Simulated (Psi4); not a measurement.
# U-wB97X-D/3-21G (sweep point 2) run of C2H2F (SMILES C=[C]F)

Aim: the vertical electron affinity of C2H2F at U-wB97X-D/3-21G (sweep point 2), from 2 runs. The job is set up through a Python script.

The results are computed with Psi4 1.11.

## 1. The system as given

The species is C2H2F (5 atoms), meant as a doublet with charge 0. As SMILES, `C=[C]F`. Geometry: relaxed at PBE0-D4/def2-TZVP.

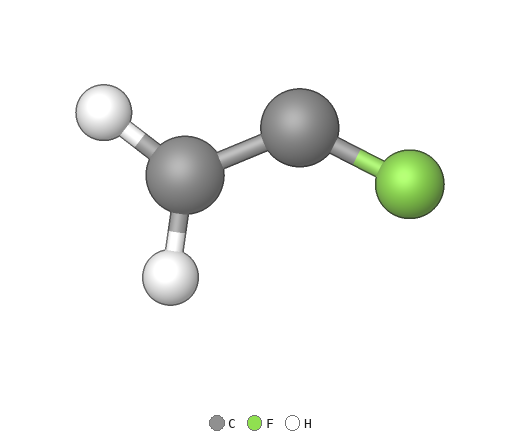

Viewed from a chosen angle; carbon grey, fluorine green, hydrogen white.

## 2. The energy at U-wB97X-D/3-21G (sweep point 2)

The input, calc.py:

```python
import psi4

psi4.set_memory('1600 MB')
psi4.set_num_threads(1)
psi4.core.set_output_file('c2h2f.out', False)

geom = psi4.geometry("""
0 2
C      0.488200    -0.200400     0.008400
C     -0.592700     0.393700     0.447100
F     -1.725600     0.629500    -0.148900
H      0.534700    -0.590400    -1.005400
H      1.345200    -0.306200     0.657500
symmetry c1
""")

psi4.set_options({
    'reference': 'uks',
    'puream': True,
    'scf_type': 'pk',
    'dft_radial_points': 99,
    'dft_spherical_points': 590,
    'maxiter': 150,
})

e_tot = psi4.energy("wb97x-d/3-21G")
print(f'wb97x-d/3-21G energy: {e_tot:.10f} Eh')
for k, v in sorted(psi4.core.scalar_variables().items()):
    print(f'{k:45s} {v:18.10f}')
```

Started as:

```sh
$ python calc.py
```

c2h2f.out:

```text
[...]
  Running in c1 symmetry.
[...]
  Nuclear repulsion =   60.961139739115154
[...]
  Multiplicity = 2
[...]
  Nalpha       = 12
  Nbeta        = 11
[...]
    Number of basis functions: 31
[...]
   @UKS iter   1:  -176.04274397785380   -4.77034e-01   1.23510e-02 DIIS/ADIIS
[...]
   @UKS iter  10:  -176.11765401959369   -1.65449e-08   5.52642e-07 DIIS
[...]
   @S^2 Observed:                7.621667800E-01
[...]
    Orbital Energies [Eh]
    ---------------------
    Alpha Occupied:
       1A    -24.747664     2A    -10.347058     3A    -10.243222
       4A     -1.376046     5A     -0.885615     6A     -0.698293
       7A     -0.601590     8A     -0.590715     9A     -0.576629
      10A     -0.511321    11A     -0.356595    12A     -0.339343
    Alpha Virtual:
      13A      0.099821    14A      0.215434    15A      0.240507
      16A      0.364155    17A      0.459607    18A      0.749489
      19A      0.781191    20A      0.786578    21A      0.879062
      22A      0.898889    23A      0.968443    24A      1.085732
      25A      1.174152    26A      1.361379    27A      1.723850
[...]
  @UKS Final Energy:  -176.11765401959369
   => Energetics <=
    Nuclear Repulsion Energy =             60.9611397391151542
    One-Electron Energy =                -361.7067707704007944
    Two-Electron Energy =                 139.8826319962912805
    DFT Exchange-Correlation Energy =     -15.2541269886184629
    Empirical Dispersion Energy =          -0.0005279959808498
    VV10 Nonlocal Energy =                  0.0000000000000000
    Total Energy =                       -176.1176540195936866
[...]
 Multipole Moments:
 ------------------------------------------------------------------------------------
     Multipole            Electronic (a.u.)      Nuclear  (a.u.)        Total (a.u.)
 ------------------------------------------------------------------------------------
 L = 1.  Multiply by 2.5417464519 to convert [e a0] to [Debye]
 Dipole X            :         -3.7297099            4.0554146            0.3257047
 Dipole Y            :          1.5469728           -1.7111878           -0.1642150
 Dipole Z            :          0.1411236           -0.2330006           -0.0918770
 Magnitude           :                                                    0.3761535
[...]
```

On the terminal:

```text
wb97x-d/3-21G energy: -176.1176540196 Eh
CURRENT ENERGY                                   -176.1176540196
CURRENT REFERENCE ENERGY                         -176.1176540196
DD SOLVATION ENERGY                                 0.0000000000
DFT FUNCTIONAL TOTAL ENERGY                      -176.1171260236
DFT TOTAL ENERGY                                 -176.1176540196
DFT VV10 ENERGY                                     0.0000000000
DFT XC ENERGY                                     -15.2541269886
DISPERSION CORRECTION ENERGY                       -0.0005279960
GRID ELECTRONS ALPHA                               11.9999997349
GRID ELECTRONS BETA                                10.9999997624
GRID ELECTRONS TOTAL                               22.9999994973
NUCLEAR REPULSION ENERGY                           60.9611397391
ONE-ELECTRON ENERGY                              -361.7067707704
PCM POLARIZATION ENERGY                             0.0000000000
PE ENERGY                                           0.0000000000
SCF ITERATION ENERGY                             -176.1176540196
SCF ITERATIONS                                     10.0000000000
SCF TOTAL ENERGY                                 -176.1176540196
TWO-ELECTRON ENERGY                               139.8826319963
WB97X-D DISPERSION CORRECTION ENERGY               -0.0005279960
XC GRID RADIAL POINTS                              99.0000000000
XC GRID SPHERICAL POINTS                          590.0000000000
XC GRID TOTAL POINTS                           276016.0000000000
```

Run time: 6.6 s. Hardware: 1 thread of Intel Xeon Platinum 8488C (Sapphire Rapids), shared host; peak memory 0.42 GiB.

## 3. The singlet anion, same level

The input, job.py:

```python
import psi4

psi4.set_memory('1600 MB')
psi4.set_num_threads(1)
psi4.core.set_output_file('psi4.out', False)

mol = psi4.geometry("""
-1 1
C      0.488200    -0.200400     0.008400
C     -0.592700     0.393700     0.447100
F     -1.725600     0.629500    -0.148900
H      0.534700    -0.590400    -1.005400
H      1.345200    -0.306200     0.657500
symmetry c1
""")

options = {'basis': '3-21G', 'reference': 'rks', 'puream': True, 'scf_type': 'pk', 'dft_radial_points': 99, 'dft_spherical_points': 590}
psi4.set_options(options)

result = psi4.energy("wb97x-d")
print(f'total energy {result:.8f} hartree = {result * 27.211386:.5f} eV')
```

Started as:

```sh
$ python job.py
```

psi4.out:

```text
[...]
  Running in c1 symmetry.
[...]
  Nuclear repulsion =   60.961139739115154
[...]
  Multiplicity = 1
[...]
  Nalpha       = 12
  Nbeta        = 12
[...]
    Number of basis functions: 31
[...]
   @RKS iter   1:  -175.95933139009730   -3.93621e-01   1.62313e-02 ADIIS/DIIS
[...]
   @RKS iter   8:  -176.09087474395423   -4.04820e-08   8.24687e-07 DIIS
[...]
    Orbital Energies [Eh]
    ---------------------
    Doubly Occupied:
       1A    -24.418170     2A     -9.944779     3A     -9.932191
       4A     -1.053367     5A     -0.560988     6A     -0.389918
       7A     -0.286976     8A     -0.271348     9A     -0.266373
      10A     -0.217282    11A     -0.048188    12A      0.066685
[...]
  @RKS Final Energy:  -176.09087474395423
   => Energetics <=
    Nuclear Repulsion Energy =             60.9611397391151542
    One-Electron Energy =                -368.9308716398654724
    Two-Electron Energy =                 147.3624283057432365
    DFT Exchange-Correlation Energy =     -15.4830431529662658
    Empirical Dispersion Energy =          -0.0005279959808498
    VV10 Nonlocal Energy =                  0.0000000000000000
    Total Energy =                       -176.0908747439542310
[...]
 Multipole Moments:
 ------------------------------------------------------------------------------------
     Multipole            Electronic (a.u.)      Nuclear  (a.u.)        Total (a.u.)
 ------------------------------------------------------------------------------------
 L = 1.  Multiply by 2.5417464519 to convert [e a0] to [Debye]
 Dipole X            :         -4.6943943            4.0554146           -0.6389798
 Dipole Y            :          1.7137645           -1.7111878            0.0025767
 Dipole Z            :         -0.4592045           -0.2330006           -0.6922051
 Magnitude           :                                                    0.9420455
[...]
```

On the terminal:

```text
total energy -176.09087474 hartree = -4791.67676 eV
```

Wall time 4.5 s (1 thread of Intel Xeon Platinum 8488C (Sapphire Rapids), shared host); peak memory 0.43 GiB.

## 4. Summary of results

Level: U-wB97X-D/3-21G (sweep point 2).

| quantity | value |
| --- | --- |
| doublet C2H2F: total energy | -176.11765 Eh |
| doublet C2H2F: dipole moment | 0.96 D |
| doublet C2H2F: HOMO energy (highest over α and β) | -9.23 eV |
| doublet C2H2F: LUMO energy (lowest over α and β) | -0.20 eV |
| doublet C2H2F: dispersion energy | -1.39 kJ/mol |
| doublet C2H2F: ⟨S²⟩ | 0.762 |
| singlet anion: total energy | -176.09087 Eh |
| singlet anion: HOMO energy | 1.81 eV |
| singlet anion: LUMO energy | 11.62 eV |
| singlet anion: HOMO–LUMO gap (to an unbound level, set by the basis) | 9.81 eV |
| singlet anion: dispersion energy | -1.39 kJ/mol |
| vertical electron affinity (to the singlet anion) | -0.729 eV |

What this shows: The anion lies 0.73 eV (70.3 kJ/mol) above the neutral: the electron isn't bound at this level, and such a value depends on the basis. Without diffuse functions anions come out too high. The HOMO (singlet anion) lies at positive energy, 1.81 eV; only total energies tell whether the electron is bound.
